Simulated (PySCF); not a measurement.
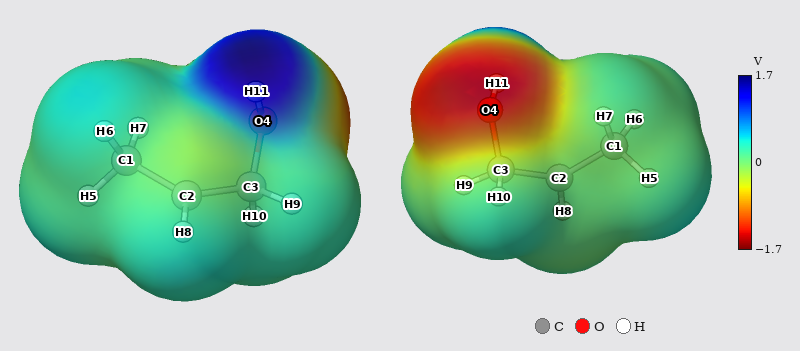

C₃H₇O, doublet, SMILES `C[CH]CO`. Electrostatic potential on the surface of electron density 0.001 a.u. (back view left, front view right).

PySCF calculation, r2SCAN/cc-pVDZ, gas phase; geometry: GFN2-xTB. No frequency check shows the geometry to be a minimum. The stability of the open-shell solution wasn't checked. GFN2-xTB doesn't know the spin state, so this open-shell geometry is rough.

The calculation's input:

```python
import numpy as np
from pyscf import gto, scf, dft
from pyscf.scf import atom_ks, atom_hf
from scipy.linalg import block_diag

def solve(mol, dm0=None, hcore=None):
    mf = (dft.UKS if mol.spin else dft.RKS)(mol, xc='r2scan')
    mf.grids.level = 3
    mf = mf.density_fit(auxbasis='def2-universal-jkfit')
    mf.conv_tol, mf.max_cycle = 1e-8, 80
    if hcore is not None:
        mf.get_hcore = lambda *args: hcore
    mf.kernel(dm0)
    if not mf.converged:
        mf = mf.newton().run(mf.mo_coeff, mf.mo_occ, max_cycle=30)
    assert mf.converged, 'SCF not converged'
    return mf

mol = gto.M(atom='''
C      1.55052     0.44296     0.08677
C      0.62195    -0.67097    -0.19586
C     -0.81132    -0.59423     0.16885
O     -1.38196     0.68783    -0.02316
H      2.34364     0.12714     0.77253
H      2.05324     0.78973    -0.82204
H      1.01400     1.27816     0.53156
H      1.00653    -1.59445    -0.59109
H     -1.38313    -1.35450    -0.38673
H     -0.96463    -0.79261     1.24274
H     -1.18083     0.97729    -0.92025
''', basis='cc-pvdz', charge=0, spin=1, verbose=4)
mf = solve(mol)
mf.analyze()
# spherically averaged free atoms, for the promolecule
atm = atom_ks.get_atm_nrks(mol, xc='r2scan')
pro = block_diag(*[(atm[a[0]][2] * atm[a[0]][3]) @ atm[a[0]][2].T for a in mol._atom])
np.savez('result.npz', e=mf.e_tot, c=mf.mo_coeff, occ=mf.mo_occ, eps=mf.mo_energy, pro=pro, dip=mf.dip_moment(verbose=0), s2=mf.spin_square()[0])
```

Run with:

```sh
OMP_NUM_THREADS=1 python input.py
```

The run took 59 s on 1 thread of Arm Neoverse N1 (shared host), peak memory 0.48 GiB.

Partitions, critical points and surface values were worked out afterwards from this run's density.

Where are the extremes of the potential on the surface?

Answer. Highest: 1.66 V, 1.2 Å from H11. Further maxima include 0.49 V, 1.3 Å from H8; 0.47 V, 1.4 Å from H6. Lowest: −1.49 V, 1.7 Å from O4. Further minima include −0.12 V, over C2, off the plane of its three bonds (2.0 Å); −0.06 V, 1.8 Å from H8. The surface is sampled at points, so like sites can differ by a few per cent and only the strongest of them is named.
